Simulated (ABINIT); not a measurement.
## A GW chain in ABINIT: SrTiO3 (Tausonite)

Aim: the G0W0 gap of SrTiO3 (Tausonite) on PBE, step by step.

Method: PBE and many-body steps on it, plane waves, in ABINIT 10.8.3.

**What was measured.**

- Gap 3.77 eV: direct gap (M0 critical point); spectroscopic ellipsometry, second-derivative fit; 300 K; bulk crystal (commercial single crystal) (“Optical probe of ferroelectric order in bulk and thin film perovskite titanates”, 2013, arxiv:1309.1245).

### 1. The structure

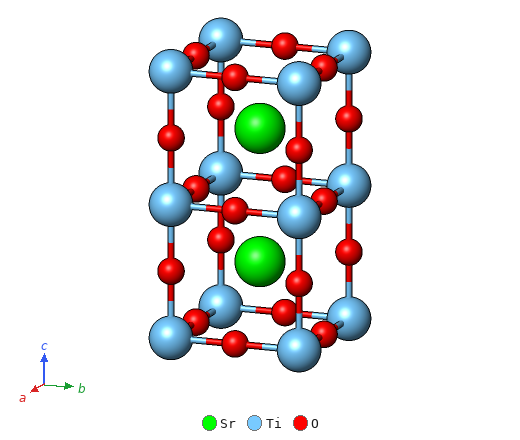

Start, viewed slightly off an axis; strontium green, titanium blue, oxygen red. 1×1×2 cells are drawn. Some periodic images of atoms are drawn too.

The cell and positions come from the Crystallography Open Database and are kept as given unless a step says otherwise.

### 2. Ground state

This step: ABINIT 10.8.3; DFT, PBE, plane waves, norm-conserving pseudopotentials.

The ground-state density comes first.

Contents of run.abi:

```
acell 3*1.0 Angstrom
rprim 
  3.905280000000 0.000000000000 0.000000000000
  0.000000000000 3.905280000000 0.000000000000
  0.000000000000 0.000000000000 3.905280000000
ntypat 3
znucl 38 22 8
natom 5
typat 1 2 3 3 3
xred 
  0.500000000000 0.500000000000 0.500000000000
  0.000000000000 0.000000000000 0.000000000000
  0.500000000000 0.000000000000 0.000000000000
  0.000000000000 0.500000000000 0.000000000000
  0.000000000000 0.000000000000 0.500000000000
pp_dirpath "pseudos"
pseudos "Sr.upf, Ti.upf, O.upf"
ecut 38
ngkpt 6 6 6
nshiftk 1
shiftk 0 0 0
kptopt 1
chksymbreak 0
nband 26
occopt 1
tolvrs 1e-10
nstep 60
prtwf 0
optforces 0
optstress 0
indata_prefix "in"
outdata_prefix "out"
tmpdata_prefix "tmp"
```

On the command line:

```console
> OMP_NUM_THREADS=1 mpirun -n 8 abinit run.abi > log
```

Numbers of over 12 decimals in the logs are rounded to 6 here.

The program printed:

```text
.Version 10.8.3 of ABINIT. v10.8.2 released Aug 2026.

 Symmetries : space group Pm -3 m (#221); Bravais cP (primitive cubic)
================================================================================
 Values of the parameters that define the memory need of the present run
     intxc =       0    ionmov =       0      iscf =       7    lmnmax =       6
     lnmax =       6     mgfft =      45  mpssoang =       3    mqgrid =    3001
     natom =       5  nloc_mem =       1    nspden =       1   nspinor =       1
    nsppol =       1      nsym =      48    n1xccc =    2501    ntypat =       3
    occopt =       1   xclevel =       2
-    mband =          26        mffmem =           1         mkmem =           3
       mpw =        4525          nfft =       91125          nkpt =          20
================================================================================
  Rough estimation (10% accuracy) of disk space for files :
================================================================================

--------------------------------------------------------------------------------
------------- Echo of variables that govern the present computation ------------
--------------------------------------------------------------------------------
 -outvars: echo values of preprocessed input variables --------
            acell      1.8897261259E+00  1.8897261259E+00  1.8897261259E+00 Bohr

      chksymbreak           0
             ecut      3.80000000E+01 Hartree
-          fftalg         312

              ixc     -101130
              kpt      0.00000000E+00  0.00000000E+00  0.00000000E+00
                       1.66666667E-01  0.00000000E+00  0.00000000E+00
                       3.33333333E-01  0.00000000E+00  0.00000000E+00
                       5.00000000E-01  0.00000000E+00  0.00000000E+00
                       1.66666667E-01  1.66666667E-01  0.00000000E+00
                       3.33333333E-01  1.66666667E-01  0.00000000E+00
                       5.00000000E-01  1.66666667E-01  0.00000000E+00
                       3.33333333E-01  3.33333333E-01  0.00000000E+00
                       5.00000000E-01  3.33333333E-01  0.00000000E+00
   [... 9 further rows ...]
                       5.00000000E-01  5.00000000E-01  3.33333333E-01
                       5.00000000E-01  5.00000000E-01  5.00000000E-01
         kptrlatt        6    0    0      0    6    0      0    0    6
          kptrlen      4.42794579E+01
P           mkmem           3
            natom           5
            nband          26
            ngfft          45      45      45
             nkpt          20
            nstep          60
             nsym          48
           ntypat           3
              occ      2.000000  2.000000  2.000000  2.000000  2.000000  2.000000
                       2.000000  2.000000  2.000000  2.000000  2.000000  2.000000
                       2.000000  2.000000  2.000000  2.000000  2.000000  2.000000
                       2.000000  2.000000  0.000000  0.000000  0.000000  0.000000
                       0.000000  0.000000
        optforces           0
        optstress           0
            prtwf           0
            rprim      3.9052800000E+00  0.0000000000E+00  0.0000000000E+00
[...]
spgroup         221

           tolvrs      1.00000000E-10

             xred      5.0000000000E-01  5.0000000000E-01  5.0000000000E-01
[...]
znucl       38.00000   22.00000    8.00000

================================================================================

 chkinp: Checking input parameters for consistency.

================================================================================
== DATASET  1 ==================================================================
-   mpi_nproc: 8, omp_nthreads: 1 (-1 if OMP is not activated)

--- !DatasetInfo
iteration_state: {dtset: 1, }
dimensions: {natom: 5, nkpt: 20, mband: 26, nsppol: 1, nspinor: 1, nspden: 1, mpw: 4525, }
cutoff_energies: {ecut:  38.0, pawecutdg:  -1.0, }
electrons: {nelect:   4.00000000E+01, charge:   0.00000000E+00, occopt:   1.00000000E+00, tsmear:   1.00000000E-02, }

 Real(R)+Recip(G) space primitive vectors, cartesian coordinates (Bohr,Bohr^-1):
 R(1)=  7.3799096  0.0000000  0.0000000  G(1)=  0.1355030  0.0000000  0.0000000
 R(2)=  0.0000000  7.3799096  0.0000000  G(2)=  0.0000000  0.1355030  0.0000000
 R(3)=  0.0000000  0.0000000  7.3799096  G(3)=  0.0000000  0.0000000  0.1355030
 Unit cell volume ucvol=  4.0193251E+02 bohr^3
 Angles (23,13,12)=  9.00000000E+01  9.00000000E+01  9.00000000E+01 degrees

 getcut: wavevector=  0.0000  0.0000  0.0000  ngfft=  45  45  45
         ecut(hartree)=     38.000   => boxcut(ratio)=   2.14855

--- Pseudopotential description ------------------------------------------------
- Sr Generated using ONCVPSP code by D. R. Hamann
- 38.00000  10.00000  171031                  znucl, zion, pspdat
12 -101130 2 -1 1834                          pspcod,pspxc,lmax,lloc,mmax
     nproj     2     2     2
  pspatm : epsatm=   12.84204793
         --- l  ekb(1:nproj) -->
[...]
pspatm: atomic psp has been read  and splines computed

- Ti Generated using ONCVPSP code by D. R. Hamann
- 22.00000  12.00000  171031                  znucl, zion, pspdat
12 -101130 2 -1 1586                          pspcod,pspxc,lmax,lloc,mmax
     nproj     2     2     2
  pspatm : epsatm=   14.68144553
         --- l  ekb(1:nproj) -->
[...]
pspatm: atomic psp has been read  and splines computed

- O Generated using ONCVPSP code by D. R. Hamann
-  8.00000   6.00000  171031                  znucl, zion, pspdat
12 -101130 2 -1 936                           pspcod,pspxc,lmax,lloc,mmax
     nproj     2     2     1
  pspatm : epsatm=    6.19545534
         --- l  ekb(1:nproj) -->
[...]
2   -1.331955
 pspatm: atomic psp has been read  and splines computed

   1.84439438E+03                                ecore*ucvol(ha*bohr**3)
--------------------------------------------------------------------------------

_setup2: Arith. and geom. avg. npw (full set) are    4500.495    4500.470

================================================================================

--- !BeginCycle
iteration_state: {dtset: 1, }
solver: {iscf: 7, nstep: 60, nline: 4, wfoptalg: 0, }
tolerances: {tolvrs: 1.00E-10, }

     iter   Etot(hartree)      deltaE(h)  residm     vres2
 ETOT  1  -142.93984632578    -1.429E+02 1.204E-01 1.913E+03
 ETOT  2  -134.35252462204     8.587E+00 1.309E-01 3.322E+04
 ETOT  3  -143.46700343535    -9.114E+00 7.517E-02 4.465E+02
 ETOT  4  -143.48430351532    -1.730E-02 1.176E-02 2.757E+02
 ETOT  5  -143.52490314262    -4.060E-02 3.524E-03 7.963E+01
 ETOT  6  -143.53667094116    -1.177E-02 2.378E-03 2.084E+01
 ETOT  7  -143.54052405821    -3.853E-03 9.859E-03 1.503E+00
 ETOT  8  -143.54082156406    -2.975E-04 1.867E-03 1.093E-01
 ETOT  9  -143.54084400344    -2.244E-05 4.528E-03 3.528E-04
 ETOT 10  -143.54084405618    -5.273E-08 1.489E-03 1.322E-04
 ETOT 11  -143.54084407869    -2.251E-08 1.326E-03 4.309E-06
 ETOT 12  -143.54084407962    -9.357E-10 9.459E-04 1.902E-09
 ETOT 13  -143.54084407962    -2.331E-12 1.805E-03 8.134E-10
 ETOT 14  -143.54084407963    -4.633E-12 1.226E-03 2.542E-12

 At SCF step   14       vres2   =  2.54E-12 < tolvrs=  1.00E-10 =>converged.

--- !ResultsGS
iteration_state: {dtset: 1, }
comment   : Summary of ground state results
lattice_vectors:
- [  7.3799096,   0.0000000,   0.0000000, ]
- [  0.0000000,   7.3799096,   0.0000000, ]
- [  0.0000000,   0.0000000,   7.3799096, ]
lattice_lengths: [   7.37991,    7.37991,    7.37991, ]
lattice_angles: [ 90.000,  90.000,  90.000, ] # degrees, (23, 13, 12)
lattice_volume:   4.0193251E+02
convergence: {deltae: -4.633E-12, res2:  2.542E-12, residm:  1.226E-03, diffor:  0.000E+00, }
etotal    :  -1.43540844E+02
entropy   :   0.00000000E+00
fermie    :   2.54497182E-01
cartesian_stress_tensor: null
pressure_GPa: null
xred      :
- [  5.0000E-01,   5.0000E-01,   5.0000E-01, Sr]
- [  0.0000E+00,   0.0000E+00,   0.0000E+00, Ti]
- [  5.0000E-01,   0.0000E+00,   0.0000E+00,  O]
- [  0.0000E+00,   5.0000E-01,   0.0000E+00,  O]
- [  0.0000E+00,   0.0000E+00,   5.0000E-01,  O]
cartesian_forces: null
force_length_stats: {min: null, max: null, mean: null, }

 Integrated electronic density in atomic spheres:
 ------------------------------------------------
 Atom  Sphere_radius  Integrated_density
[...]
================================================================================

 ----iterations are completed or convergence reached----

 Mean square residual over all n,k,spin=   83.496E-07; max=  12.261E-04
 reduced coordinates (array xred) for    5 atoms
       0.500000000000      0.500000000000      0.500000000000
       0.000000000000      0.000000000000      0.000000000000
       0.500000000000      0.000000000000      0.000000000000
       0.000000000000      0.500000000000      0.000000000000
       0.000000000000      0.000000000000      0.500000000000
 rms dE/dt=  0.0000E+00; max dE/dt=  0.0000E+00; dE/dt below (all hartree)
    1       0.000000000000      0.000000000000      0.000000000000
    2       0.000000000000      0.000000000000      0.000000000000
    3       0.000000000000      0.000000000000      0.000000000000
    4       0.000000000000      0.000000000000      0.000000000000
    5       0.000000000000      0.000000000000      0.000000000000

 cartesian coordinates (angstrom) at end:
    1      1.952640     1.952640     1.952640
    2      0.000000     0.000000     0.000000
    3      1.952640     0.000000     0.000000
    4      0.000000     1.952640     0.000000
    5      0.000000     0.000000     1.952640
 length scales=  1.889726125908  1.889726125908  1.889726125908 bohr
              =  1.000000000000  1.000000000000  1.000000000000 angstroms
 prteigrs : about to open file out_EIG
 Fermi (or HOMO) energy (hartree) =   0.25450   Average Vxc (hartree)=  -0.42036
 Eigenvalues (hartree) for nkpt=  20  k points:
 kpt#   1, nband= 26, wtk=  0.00463, kpt=  0.0000  0.0000  0.0000 (reduced coord)
  -1.81815   -0.94790   -0.94625   -0.94625   -0.94625   -0.38343   -0.34734   -0.34734
  -0.28601   -0.28601   -0.28601    0.15118    0.15118    0.15118    0.21165    0.21165
   0.21165    0.24145    0.24145    0.24145    0.32460    0.32460    0.32460    0.41575
   0.41576    0.45510
 prteigrs : prtvol=0 or 1, do not print more k-points.

--- !EnergyTerms
iteration_state     : {dtset: 1, }
comment             : Components of total free energy in Hartree
kinetic             :  6.54542980228897E+01
hartree             :  3.02029718585664E+01
xc                  : -2.97726453297859E+01
Ewald energy        : -1.06245779347251E+02
psp_core            :  4.58881612978461E+00
local_psp           : -1.06039726698923E+02
non_local_psp       : -1.72877871490890E+00
total_energy        : -1.43540844079629E+02
total_energy_eV     : -3.90594535032491E+03
band_energy         : -1.20259377884531E+01

== END DATASET(S) ==============================================================
================================================================================

 -outvars: echo values of variables after computation  --------
           etotal     -1.4354084408E+02
            nband          26
             nkpt          20
          spgroup         221
 [... the other variables as echoed above ...]

 Calculation completed.
```

Elapsed: 43 s, on 8 MPI ranks of Arm Neoverse N1, shared host; peak memory 0.69 GiB; 5.8 min of CPU time.

Numbers from this step:

| Property | Result |
| --- | --- |
| total energy | -3905.9454 eV |
| gap | 1.908 eV |
| k of the valence top | 0.5, 0.5, 0.5 |
| k of the conduction bottom | 0, 0, 0 |
| least direct gap | 2.263 eV |

The gap is indirect, with the least direct gap 0.36 eV higher.

### 3. Empty states on the mesh, 4×4×4 mesh, 143 bands

The sums over transitions need many empty states on a uniform mesh; this step solves for them.

run.abi: that of step 2 with these lines changed.

```diff
@@ -18,3 +18,3 @@
 ecut 38
-ngkpt 6 6 6
+ngkpt 4 4 4
 nshiftk 1
@@ -23,9 +23,10 @@
 chksymbreak 0
-nband 26
+irdden 1
+istwfk *1
+nband 143
+prtvol 0
+optdriver 6
+gwr_task "HDIAGO"
+paral_kgb 0
 occopt 1
-tolvrs 1e-10
-nstep 60
-prtwf 0
-optforces 0
-optstress 0
 indata_prefix "in"
```

The program printed:

```text
[banner, memory and clock lines left out]
.Version 10.8.3 of ABINIT. v10.8.2 released Aug 2026.

 Symmetries : space group Pm -3 m (#221); Bravais cP (primitive cubic)
[... echo of the input left out ...]
== DATASET  1 ==================================================================
-   mpi_nproc: 8, omp_nthreads: 1 (-1 if OMP is not activated)

--- !DatasetInfo
iteration_state: {dtset: 1, }
dimensions: {natom: 5, nkpt: 10, mband: 143, nsppol: 1, nspinor: 1, nspden: 1, mpw: 4632, }
cutoff_energies: {ecut:  38.0, pawecutdg:  -1.0, }
electrons: {nelect:   4.00000000E+01, charge:   0.00000000E+00, occopt:   1.00000000E+00, tsmear:   1.00000000E-02, }

.Using double precision arithmetic; gwpc =  8

- Reading GS density from: in_DEN

--- Pseudopotential description ------------------------------------------------
- Sr Generated using ONCVPSP code by D. R. Hamann
- 38.00000  10.00000  171031                  znucl, zion, pspdat
12 -101130 2 -1 1834                          pspcod,pspxc,lmax,lloc,mmax
     nproj     2     2     2
  pspatm : epsatm=   12.84204793
         --- l  ekb(1:nproj) -->
             0    9.951127    1.027824
             1    7.382610    1.665143
             2    4.168853    0.950057
 pspatm: atomic psp has been read  and splines computed

- Ti Generated using ONCVPSP code by D. R. Hamann
- 22.00000  12.00000  171031                  znucl, zion, pspdat
12 -101130 2 -1 1586                          pspcod,pspxc,lmax,lloc,mmax
     nproj     2     2     2
  pspatm : epsatm=   14.68144553
         --- l  ekb(1:nproj) -->
[...]
pspatm: atomic psp has been read  and splines computed

- O Generated using ONCVPSP code by D. R. Hamann
-  8.00000   6.00000  171031                  znucl, zion, pspdat
12 -101130 2 -1 936                           pspcod,pspxc,lmax,lloc,mmax
     nproj     2     2     1
  pspatm : epsatm=    6.19545534
         --- l  ekb(1:nproj) -->
             0    6.056735    0.824024
             1   -4.717130   -1.149271
             2   -1.331955
 pspatm: atomic psp has been read  and splines computed

   1.84439438E+03                                ecore*ucvol(ha*bohr**3)

 Total charge density [el/Bohr^3]
)     Maximum=    1.3479E+00  at reduced coord.    0.0000    0.0000    0.9111
)     Minimum=    5.0390E-03  at reduced coord.    0.4889    0.4889    0.0000
   Integrated=    4.0000E+01

 === KS gaps after direct diagonalization ===
 Indirect band gap semiconductor
 Fundamental gap:     1.908 (eV)
   VBM:     6.925 (eV) at k: [ 5.0000E-01,  5.0000E-01,  5.0000E-01]
   CBM:     8.833 (eV) at k: [ 0.0000E+00,  0.0000E+00,  0.0000E+00]
 Direct gap:         2.263 (eV) at k: [ 0.0000E+00,  0.0000E+00,  0.0000E+00]

== END DATASET(S) ==============================================================

 -outvars: echo values of variables after computation  --------
           etotal      0.0000000000E+00
            nband         143
             nkpt          10
          spgroup         221
 [... the other variables as echoed above ...]

 Calculation completed.
```

It took 5.2 min on 8 MPI ranks; peak memory 9.1 GiB.

Numbers from this step:

| Item | Value |
| --- | --- |
| gap | 1.908 eV |
| k of the valence top | 0.5, 0.5, 0.5 |
| k of the conduction bottom | 0, 0, 0 |
| least direct gap | 2.263 eV |
| k points computed | 10 |
| lowest point of the top converged band, above the valence top | 77.5025 eV |

On this mesh the gap is 1.908 eV.

### 4. Screening, 4×4×4 mesh, 135 bands, screening to 149.7 eV

The RPA dielectric matrix is built and inverted for each q.

This step: RPA screening on PBE, plane waves, norm-conserving pseudopotentials.

run.abi: that of step 3 with these lines changed.

```diff
@@ -23,10 +23,11 @@
 chksymbreak 0
-irdden 1
 istwfk *1
-nband 143
-prtvol 0
-optdriver 6
-gwr_task "HDIAGO"
-paral_kgb 0
 occopt 1
+irdwfk 1
+optdriver 3
+nband 135
+ecuteps 5.5
+inclvkb 2
+awtr 1
+symchi 1
 indata_prefix "in"
```

The program printed:

```text
.Version 10.8.3 of ABINIT. v10.8.2 released Aug 2026.

 Symmetries : space group Pm -3 m (#221); Bravais cP (primitive cubic)
[... echo of the input left out ...]
== DATASET  1 ==================================================================
-   mpi_nproc: 8, omp_nthreads: 1 (-1 if OMP is not activated)

--- !DatasetInfo
iteration_state: {dtset: 1, }
dimensions: {natom: 5, nkpt: 10, mband: 135, nsppol: 1, nspinor: 1, nspden: 1, mpw: 4632, }
cutoff_energies: {ecut:  38.0, pawecutdg:  -1.0, }
electrons: {nelect:   4.00000000E+01, charge:   0.00000000E+00, occopt:   1.00000000E+00, tsmear:   1.00000000E-02, }

 SCREENING: Calculation of the susceptibility and dielectric matrices

 Based on a program developped by R.W. Godby, V. Olevano, G. Onida, and L. Reining.
 Incorporated in ABINIT by V. Olevano, G.-M. Rignanese, and M. Torrent.
.Using double precision arithmetic ; gwpc =  8

[... cell and pseudopotentials left out ...]
--------------------------------------------------------------------------------

 ==== K-mesh for the wavefunctions ====
 Number of points in the irreducible wedge :    10
[... list of points left out ...]
 Together with 48 symmetry operations and time-reversal symmetry
 yields    64 points in the full Brillouin Zone.

 ==== Q-mesh for the screening function ====
 Number of points in the irreducible wedge :    10
[... list of points left out ...]
 Together with 48 symmetry operations and time-reversal symmetry
 yields    64 points in the full Brillouin Zone.

 setmesh: FFT mesh size selected  =    27x   27x   27
          total number of points  =        19683

 vcoul_init : cutoff-mode = AUXILIARY_FUNCTION
 q-points for optical limit:   1
     1)      0.000010    0.000020    0.000030

- screening: taking advantage of time-reversal symmetry
- Maximum band index for partially occupied states nbvw = 20
- Remaining bands to be divided among processors   nbcw = 115
- Number of bands treated by each node ~14

 Number of electrons calculated from density =   40.0000; Expected =   40.0000
 average of density, n =  0.099519
 r_s =    1.3387
 omega_plasma =   30.4305 [eV]

 calculating chi0 at frequencies [eV] :
  1    0.000000E+00    0.000000E+00
  2    0.000000E+00    3.043050E+01

--------------------------------------------------------------------------------
  q-point number  1        q = ( 0.000000, 0.000000, 0.000000) [r.l.u.]
--------------------------------------------------------------------------------
[... chi0 elements left out ...]
 For q-point:  0.000010 0.000020 0.000030
  dielectric constant =   6.4019
  dielectric constant without local fields =   6.7713

  Average fulfillment of the sum rule on Im[epsilon] for q-point    1 :     66.37  [%]
[... wings left out ...]
  q-point number  2        q = ( 0.250000, 0.000000, 0.000000) [r.l.u.]
--------------------------------------------------------------------------------
[... chi0 elements left out ...]
  Average fulfillment of the sum rule on Im[epsilon] for q-point    2 :     76.89  [%]

 [... 8 further q-points ...]
```

Elapsed: 2.1 min, on 8 MPI ranks; peak memory 1.9 GiB.

Numbers from this step:

- ε∞ with local fields, on this mesh, along the program's q direction: 6.402
- the same without local fields: 6.771
- plasma frequency: 30.43 eV
- plane waves in the screening matrix: 251

Local fields lower ε∞ by 5 %. On a Γ-centred mesh this coarse the value itself is usually too large, while a short band sum pulls it down.

(Part 1 of 2 ends here.)

[Paths, hosts, dates, memory and timing lines, banners, echoed tables and standing remarks are left out of the program output.]

[Logs are printed without paths, hosts, clocks, repeated set-up lines and the standing remarks that a program may print on its own settings, such as how far it seeks lower states.]

[Runs of the session that timed out or met a known fault of the program may be left out.]

[Hosts, paths, dates, database ids (printed as entryN), source tags and the programs' standing remarks are cut or masked in the printed files.]

[G0W0 gaps are taken among the corrected bands and points alone; a level outside them can change the order at an edge.]

[Where Ansatz stands beside ABINIT at settings called matched, ABINIT's density can come from a denser mesh and the files from another edition; pairs whose starting gaps differed by over 0.03 eV were left out, so agreement reads better than it is.]
